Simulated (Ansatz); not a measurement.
Geometry relaxation of BNH4F

BNH4F, multiplicity 2, computed with UKS PBE/def2-SVP (Ansatz 0.2.0).

The input holds or restrains some coordinates. Forces given for the steps count only the free coordinates. It belongs to a series of runs on one base structure; here: pulled along the bonds that form and break, towards end A.

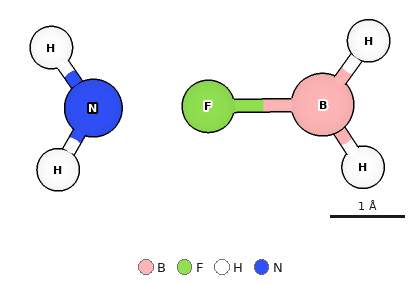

Fig. 1: The starting structure (ball-and-stick view, seen at a tilt). Bond lengths as drawn: B–F 1.57 Å, B–H 1.19 Å and H–N 1.06 Å.

### Results in brief

| quantity | value |
| --- | --- |
| outcome | converged under the restraints of the input |
| total energy | −4937.1029 eV |
| mean-field energy | −4937.1029 eV |
| ⟨S²⟩ | 0.753 |
| largest force (length of the vector) at the end, held atoms and coordinates included | 0.338 eV/Å |
| hardware | 1 thread of Arm Neoverse V2, 24 GiB of memory available, shared host |
| wall time | 35 s |
| peak memory | 0.15 GiB |

### The input
```yaml
crystal:
  periodic: [false, false, false]
  atoms:
    - { symbol: B, position_ang: [0.0, 0.0, 0.0] }
    - { symbol: F, position_ang: [0.0, 0.0, 1.57] }
    - { symbol: H, position_ang: [1.0305, 0.0, -0.595] }
    - { symbol: H, position_ang: [-1.0305, 0.0, -0.595] }
    - { symbol: "N", position_ang: [0.0, 0.0, 3.15] }
    - { symbol: H, position_ang: [-0.496, -0.7725, 3.68] }
    - { symbol: H, position_ang: [0.496, 0.7725, 3.68] }
magnetization:
  spin_polarized: true
  initial_magnetization: 1
basis:
  gaussian: { orbitals: def2-SVP }
hamiltonian:
  xc: pbe
relax:
  f_tol: 0.15
  max_steps: 25
  restrain:
    - { distance: [1, 4], at: 2.48, k: 30.0 }
    - { distance: [0, 1], at: 1.32, k: 30.0 }
output:
  orbitals: {}
```

Command:
```bash
ansatz run input.yaml --threads 1 --pin off --max-ram 2048MiB --backend cpu --events-out ev --progress --plain --runs-dir out
```

### What the program printed
```
The last accepted step is kept in [file] (removed where the run ends without a failure and the disk answers)
Engine: ansatz 0.2.0, aarch64-unknown-linux-gnu
Functional definition: PBE
  parameter kappa = 0.804
  parameter beta = 0.06672455060314922
  exchange = pbe_x(kappa = kappa, mu = beta*pi^2/3)
  correlation = pbe_c(beta = beta)
706 factors; their error is unknown
mean field evaluation 1: about -4927.2482 eV, gradient 3.6e1 eV
mean field evaluation 2: about -4853.2440 eV, gradient 9.6e1 eV
mean field evaluation 4: about -4932.5637 eV, gradient 8.3e0 eV
mean field evaluation 8: about -4932.9112 eV, gradient 1.4e-1 eV
mean field evaluation 16: about -4932.8809 eV, gradient 2.0e-3 eV
mean field evaluation 32: about -4932.8807 eV, gradient 4.6e-2 eV
mean field evaluation 64: about -4931.1182 eV, gradient 2.6e0 eV
mean field evaluation 96: about -4931.4417 eV, gradient 5.3e0 eV
mean field -4932.88088026 eV, -181.2800287228 hartree, gradient 1.0e-5 eV, S^2 0.758166; 11 other end points of the search recorded, 0 dependent functions left out
the calculation of the forces begins
reference -4932.88091527 eV, -181.2800300093 hartree; 13, 12 occupied and 49, 50 virtual orbitals, 706 factors
relax step   1: F+E_penalty+E_count = -4932.88088026 eV  Δ(F+E_penalty+E_count) = +0.000e0 eV  max|allowed force component| = 8.968e0 eV/Å  E_restraint = 13.08750000 eV  max|allowed force component, restraints' pulls added| = 4.347e1 eV/Å  Δτ_max = 0.0000 Å  (332 SCF iters, accepted)
  distance F 1 - N 4 = 1.5800 Å
  distance B 0 - F 1 = 1.5700 Å
these checks for a lower state are left out or cut short: starts, cluster_reference, orbital_swaps, neighbouring_geometries, increment
706 factors; their error is unknown
mean field -4934.96780199 eV, -181.3567216817 hartree, gradient 1.7e-6 eV, S^2 0.752070; 0 other end points of the search recorded, 0 dependent functions left out
[... from here on the field's lines of each further geometry are left out, up to the last ...]
relax step   2: F+E_penalty+E_count = -4934.96780199 eV  Δ(F+E_penalty+E_count) = -2.087e0 eV  max|allowed force component| = 4.531e0 eV/Å  E_restraint = 4.68474558 eV  max|allowed force component, restraints' pulls added| = 2.360e1 eV/Å  Δτ_max = 0.1948 Å  (55 SCF iters, accepted)
relax step   3: F+E_penalty+E_count = -4935.47566382 eV  Δ(F+E_penalty+E_count) = -5.079e-1 eV  max|allowed force component| = 3.986e0 eV/Å  E_restraint = 0.55583236 eV  max|allowed force component, restraints' pulls added| = 6.468e0 eV/Å  Δτ_max = 0.1968 Å  (109 SCF iters, accepted)
relax step   4: F+E_penalty+E_count = -4935.86755551 eV  Δ(F+E_penalty+E_count) = -3.919e-1 eV  max|allowed force component| = 2.241e0 eV/Å  E_restraint = 0.06984074 eV  max|allowed force component, restraints' pulls added| = 2.659e0 eV/Å  Δτ_max = 0.0983 Å  (32 SCF iters, accepted)
relax step   5: F+E_penalty+E_count = -4936.45516086 eV  Δ(F+E_penalty+E_count) = -5.876e-1 eV  max|allowed force component| = 2.376e0 eV/Å  E_restraint = 0.01091387 eV  max|allowed force component, restraints' pulls added| = 1.930e0 eV/Å  Δτ_max = 0.1500 Å  (34 SCF iters, accepted)
relax step   6: F+E_penalty+E_count = -4936.90083005 eV  Δ(F+E_penalty+E_count) = -4.457e-1 eV  max|allowed force component| = 1.932e0 eV/Å  E_restraint = 0.00120897 eV  max|allowed force component, restraints' pulls added| = 1.692e0 eV/Å  Δτ_max = 0.1915 Å  (35 SCF iters, accepted)
relax step   7: F+E_penalty+E_count = -4937.00629788 eV  Δ(F+E_penalty+E_count) = -1.055e-1 eV  max|allowed force component| = 1.245e0 eV/Å  E_restraint = 0.01492458 eV  max|allowed force component, restraints' pulls added| = 1.009e0 eV/Å  Δτ_max = 0.2000 Å  (34 SCF iters, accepted)
relax step   8: F+E_penalty+E_count = -4937.07591534 eV  Δ(F+E_penalty+E_count) = -6.962e-2 eV  max|allowed force component| = 4.922e-1 eV/Å  E_restraint = 0.00440051 eV  max|allowed force component, restraints' pulls added| = 1.815e-1 eV/Å  Δτ_max = 0.1836 Å  (34 SCF iters, accepted)
relax step   9: F+E_penalty+E_count = -4937.08571053 eV  Δ(F+E_penalty+E_count) = -9.795e-3 eV  max|allowed force component| = 4.011e-1 eV/Å  E_restraint = 0.00333085 eV  max|allowed force component, restraints' pulls added| = 1.148e-1 eV/Å  Δτ_max = 0.0587 Å  (30 SCF iters, accepted)
relax step  10: F+E_penalty+E_count = -4937.04367072 eV  Δ(F+E_penalty+E_count) = +4.204e-2 eV  max|allowed force component| = 1.521e0 eV/Å  E_restraint = 0.01678004 eV  max|allowed force component, restraints' pulls added| = 1.708e0 eV/Å  Δτ_max = 0.1948 Å  (34 SCF iters, rejected (line search))
relax step  11: F+E_penalty+E_count = -4937.09278117 eV  Δ(F+E_penalty+E_count) = -7.071e-3 eV  max|allowed force component| = 3.652e-1 eV/Å  E_restraint = 0.00269878 eV  max|allowed force component, restraints' pulls added| = 3.223e-1 eV/Å  Δτ_max = 0.0941 Å  (30 SCF iters, accepted)
the calculation of the forces begins
reference -4937.10287463 eV, -181.4351841541 hartree; 13, 12 occupied and 49, 50 virtual orbitals, 706 factors
relax step  12: F+E_penalty+E_count = -4937.10284134 eV  Δ(F+E_penalty+E_count) = -1.006e-2 eV  max|allowed force component| = 3.195e-1 eV/Å  E_restraint = 0.00302588 eV  max|allowed force component, restraints' pulls added| = 4.458e-2 eV/Å  Δτ_max = 0.0837 Å  (30 SCF iters, accepted)
  distance F 1 - N 4 = 2.4927 Å
  distance B 0 - F 1 = 1.3264 Å
```

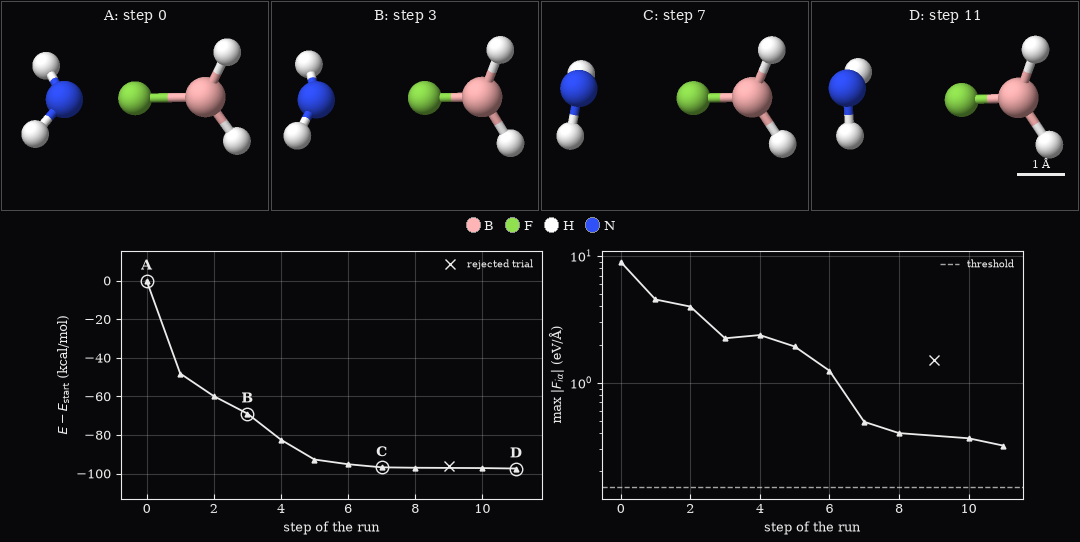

Fig. 2: Frames of the restrained relaxation (ball-and-stick view, seen at a tilt) above the curves, on which the letters mark them (the first geometry is step 0 here and step 1 in the log).

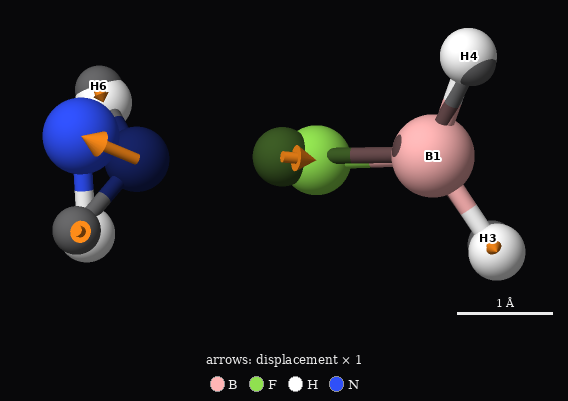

Fig. 3: Start (faint) and end (solid) with the displacements as orange arrows, at true length (ball-and-stick view, seen at a tilt). The two geometries are laid on each other by the best rigid fit. Over 11 geometry steps the energy falls by 97.4 kcal/mol. The largest force component goes from 9 to 0.32 eV/Å. The line search rejected the trial step at point 9 (counted from 0) and went back. N5 moves most after the best rigid fit: 0.71 Å. By element the largest moves are N 0.71 Å, F 0.39 Å, H 0.28 Å, B 0.07 Å. Distances before and after: B1–F2 1.570 → 1.326 Å, B1–H3 1.190 → 1.218 Å, N5–H6 1.060 → 1.045 Å. Among the angles that change: H6–N5–H7 120.0° → 99.9°, H3–B1–H4 120.0° → 124.9°, F2–B1–H3 120.0° → 117.3°. (Atoms are counted from 1 in the order of the input.)

```
706 factors; their error is unknown
mean field -4937.10284134 eV, -181.4351829306 hartree, gradient 2.2e-5 eV, S^2 0.752503; 1 other end points of the search recorded, 0 dependent functions left out
the calculation of the forces begins
reference -4937.10287463 eV, -181.4351841541 hartree; 13, 12 occupied and 49, 50 virtual orbitals, 706 factors
Total energy: -4937.10287463 eV, -181.4351841541 hartree
Atom 0 at     0.032504    -0.025073    -0.055033 Å, force    -0.022796     0.035407    -0.166027 eV/Å
Atom 1 at     0.119946    -0.195464     1.257422 Å, force     0.105541    -0.117704    -0.155394 eV/Å
Atom 2 at     1.074301     0.117391    -0.669803 Å, force    -0.001535     0.005742    -0.004876 eV/Å
Atom 3 at    -1.077096    -0.028498    -0.554896 Å, force     0.002258    -0.001303     0.006574 eV/Å
Atom 4 at    -0.399164     0.325580     3.639144 Å, force    -0.076808     0.080386     0.319527 eV/Å
Atom 5 at    -0.377788    -0.719446     3.631976 Å, force    -0.005431     0.002965     0.006168 eV/Å
Atom 6 at     0.627298     0.525510     3.641189 Å, force    -0.001228    -0.005492    -0.005973 eV/Å
Dipole moment:     0.286796    -0.226828    -0.134172 e Å
```

### Trajectory as extended XYZ (Å, eV, eV/Å), 12 frames, from step=1 to step=12
```
7
Properties=species:S:1:pos:R:3:forces:R:3 step=1 energy=-4932.88088
B     0.0000    0.0000    0.0000    0.0000   0.0000   2.0794
F     0.0000    0.0000    1.5700    0.0000   0.0000  -8.9678
H     1.0305    0.0000   -0.5950    0.7257   0.1097   0.1967
H    -1.0305    0.0000   -0.5950   -0.7257  -0.1097   0.1967
N     0.0000    0.0000    3.1500    0.0000   0.0000   8.2546
H    -0.4960   -0.7725    3.6800    0.5161   1.0317  -0.8798
H     0.4960    0.7725    3.6800   -0.5161  -1.0317  -0.8798
7
Properties=species:S:1:pos:R:3:forces:R:3 step=2 energy=-4934.96780
B     0.0000    0.0000   -0.0276    0.0000   0.0000   2.2655
F     0.0000    0.0000    1.3752    0.0000   0.0000  -4.5309
H     1.0448    0.0023   -0.5950    0.6512   0.0267  -0.0922
H    -1.0448   -0.0023   -0.5950   -0.6512  -0.0267  -0.0922
N     0.0000    0.0000    3.3025    0.0000   0.0000   2.7372
H    -0.5028   -0.7783    3.7150   -0.0718  -0.0587  -0.1437
H     0.5028    0.7783    3.7150    0.0718   0.0587  -0.1437
7
Properties=species:S:1:pos:R:3:forces:R:3 step=3 energy=-4935.47566
B     0.0000    0.0000   -0.0588    0.0000   0.0000  -3.9863
F     0.0000    0.0000    1.1784    0.0000   0.0000   3.4690
H     1.0615   -0.0001   -0.6062    0.5704   0.0007  -0.5349
H    -1.0615    0.0001   -0.6062   -0.5704  -0.0007  -0.5349
N     0.0000    0.0000    3.4846    0.0000   0.0000  -1.8375
H    -0.5165   -0.8048    3.7491   -0.3599  -0.5591   1.7123
H     0.5165    0.8048    3.7491    0.3599   0.5591   1.7123
7
Properties=species:S:1:pos:R:3:forces:R:3 step=4 energy=-4935.86756
B     0.0000    0.0000   -0.1495    0.0000   0.0000  -1.4061
F     0.0000    0.0000    1.1287    0.0000   0.0000   1.4210
H     1.0828   -0.0001   -0.6693    0.3149   0.0010  -0.5137
H    -1.0828    0.0001   -0.6693   -0.3149  -0.0010  -0.5137
N     0.0000    0.0000    3.5548    0.0000   0.0000  -2.2411
H    -0.5192   -0.8088    3.8473   -0.0519  -0.0786   1.6268
H     0.5192    0.8088    3.8473    0.0519   0.0786   1.6268
7
Properties=species:S:1:pos:R:3:forces:R:3 step=5 energy=-4936.45516
B     0.0000   -0.0032   -0.2128   -0.0033   0.0468  -0.6256
F    -0.0062    0.0102    1.0846    0.0245  -0.0315   0.5064
H     1.0855   -0.0008   -0.7425    0.1898  -0.0186  -0.3406
H    -1.0811   -0.0054   -0.7517   -0.1771  -0.0213  -0.3406
N    -0.0502    0.0329    3.5493   -0.6976   0.5169  -2.3761
H    -0.4669   -0.7797    3.9795    0.2642  -0.3537   1.5993
H     0.5190    0.7460    3.9835    0.3995  -0.1386   1.5772
7
Properties=species:S:1:pos:R:3:forces:R:3 step=6 energy=-4936.90083
B     0.0015   -0.0056   -0.2782   -0.0273   0.0781  -0.1807
F    -0.0125    0.0196    1.0374    0.0572  -0.0651  -0.2247
H     1.0859   -0.0033   -0.8290    0.0610  -0.0271  -0.0890
H    -1.0733   -0.0124   -0.8490   -0.0308  -0.0292  -0.0876
N    -0.1686    0.1097    3.5189    0.4136  -0.1648   1.9315
H    -0.3749   -0.7589    4.1417    0.4185   1.0853  -0.6404
H     0.5419    0.6509    4.1481   -0.8922  -0.8771  -0.7092
7
Properties=species:S:1:pos:R:3:forces:R:3 step=7 energy=-4937.00630
B     0.0089    0.0014   -0.2183   -0.0024  -0.1791  -0.0385
F     0.0072   -0.0432    1.1069    0.0791  -0.0286  -0.4029
H     1.0879    0.0038   -0.7875    0.0054   0.0701   0.0306
H    -1.0656   -0.0098   -0.7946    0.0018   0.0634   0.0374
N    -0.3194    0.2249    3.5821    0.5838  -0.5427   1.2446
H    -0.3099   -0.7774    3.9869    0.0661   1.0087  -0.4592
H     0.5909    0.6002    4.0144   -0.7338  -0.3918  -0.4120
7
Properties=species:S:1:pos:R:3:forces:R:3 step=8 energy=-4937.07592
B     0.0165   -0.0182   -0.1422   -0.0018   0.0404  -0.0974
F     0.0365   -0.0869    1.1829    0.0988  -0.1012  -0.3056
H     1.0889    0.0406   -0.7240   -0.0404  -0.0060   0.0481
H    -1.0691   -0.0169   -0.6977    0.0302  -0.0111   0.0368
N    -0.3712    0.2738    3.6184    0.0451   0.0764   0.4922
H    -0.3153   -0.7576    3.8045    0.0496   0.1219  -0.0735
H     0.6137    0.5651    3.8480   -0.1815  -0.1205  -0.1006
7
Properties=species:S:1:pos:R:3:forces:R:3 step=9 energy=-4937.08571
B     0.0180   -0.0201   -0.1195   -0.0018   0.0255  -0.1298
F     0.0451   -0.1148    1.2032    0.0960  -0.1010  -0.2374
H     1.0876    0.0539   -0.7024   -0.0285   0.0016   0.0313
H    -1.0699   -0.0169   -0.6686    0.0187  -0.0039   0.0263
N    -0.3781    0.2868    3.6275   -0.1141   0.1797   0.4011
H    -0.3201   -0.7496    3.7465    0.0575  -0.0265  -0.0365
H     0.6174    0.5606    3.8033   -0.0278  -0.0755  -0.0549
7
Properties=species:S:1:pos:R:3:forces:R:3 step=10 energy=-4937.04367 accepted=F
B     0.0276   -0.0229   -0.0381    0.0926  -0.1151   0.0855
F     0.1025   -0.2168    1.2824    0.0654  -0.0187  -0.5732
H     1.0833    0.1077   -0.6440   -0.1290   0.0279   0.0848
H    -1.0775   -0.0219   -0.5534    0.0544   0.0360   0.0649
N    -0.4387    0.3512    3.6656    1.5211  -0.7996   0.1098
H    -0.3279   -0.7057    3.5569   -0.5514   0.5520   0.1319
H     0.6308    0.5085    3.6205   -1.0532   0.3175   0.0963
7
Properties=species:S:1:pos:R:3:forces:R:3 step=11 energy=-4937.09278
B     0.0234   -0.0439   -0.0824    0.0056   0.3399  -0.1161
F     0.0740   -0.1565    1.2387    0.0933  -0.1944  -0.2145
H     1.0827    0.0876   -0.6735   -0.0282  -0.1078   0.0073
H    -1.0738   -0.0115   -0.6098    0.0125  -0.1121   0.0093
N    -0.3943    0.3114    3.6407    0.0087  -0.0207   0.3652
H    -0.3359   -0.7356    3.6548   -0.0114   0.1201  -0.0139
H     0.6239    0.5485    3.7216   -0.0806  -0.0250  -0.0372
7
Properties=species:S:1:pos:R:3:forces:R:3 step=12 energy=-4937.10284
B     0.0325   -0.0251   -0.0550   -0.0228   0.0354  -0.1660
F     0.1199   -0.1955    1.2574    0.1055  -0.1177  -0.1554
H     1.0743    0.1174   -0.6698   -0.0015   0.0057  -0.0049
H    -1.0771   -0.0285   -0.5549    0.0023  -0.0013   0.0066
N    -0.3992    0.3256    3.6391   -0.0768   0.0804   0.3195
H    -0.3778   -0.7194    3.6320   -0.0054   0.0030   0.0062
H     0.6273    0.5255    3.6412   -0.0012  -0.0055  -0.0060
```

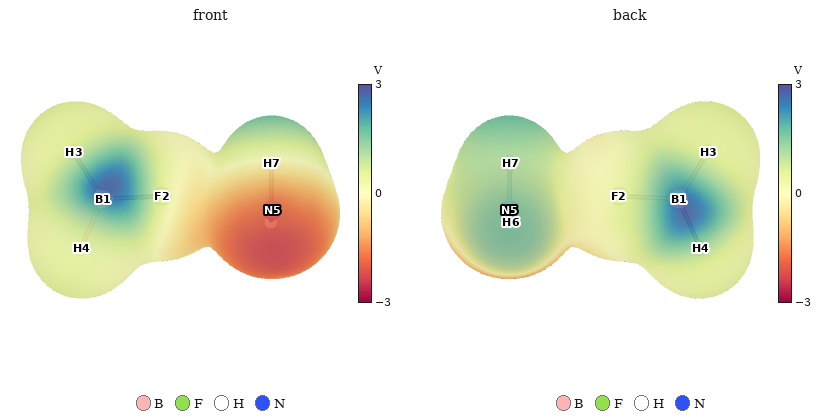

Fig. 4: The molecular electrostatic potential painted on the density surface at 0.004 e/bohr³, seen face on and from behind; the colour scale runs from red (negative) to blue (positive).

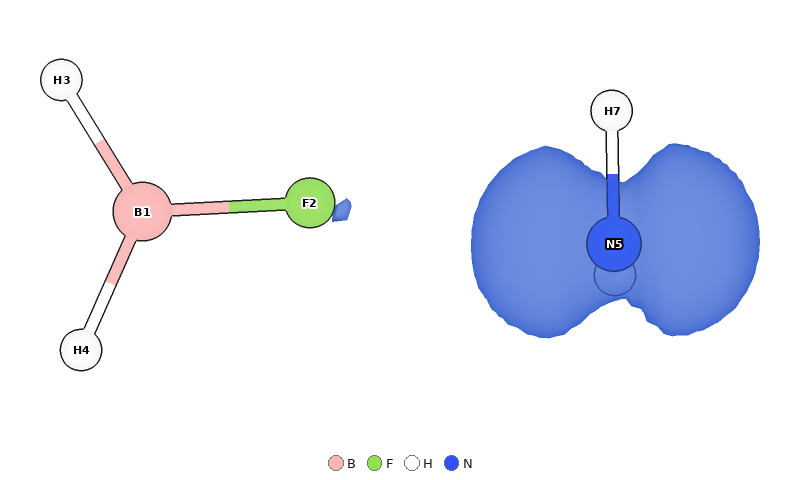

Fig. 5: Isosurfaces of the spin density at +0.08 (blue) and −0.08 e/Å³ (red), seen at a tilt. The unpaired spin (1 electron) lies mostly on N5 (about 0.9), in electrons by Hirshfeld's partition. Only one sign reaches the isovalue.
